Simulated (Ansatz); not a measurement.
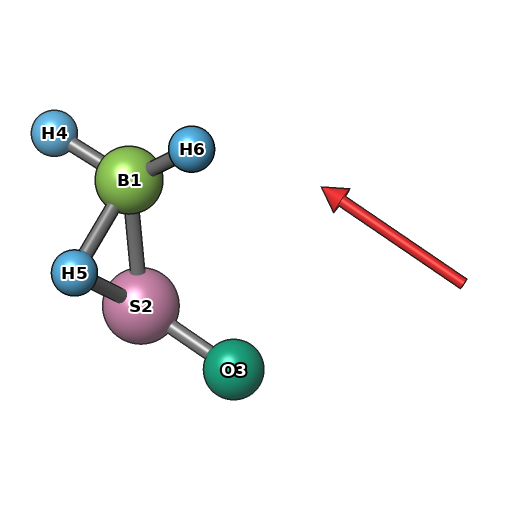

The arrow beside the molecule shows the direction of the dipole moment, from the negative to the positive end (its length means nothing). The computed structure is the end point of a PBE0-D4/def2-TZVP optimisation. No frequency run is at hand to confirm it as a minimum. Method: RKS PBE0-D4/def2-TZVP (Ansatz 0.2.0).

### How large is the dipole moment?

2.16 D; it points from the side of O3 to the side of H4 (the outermost atoms at the two ends).
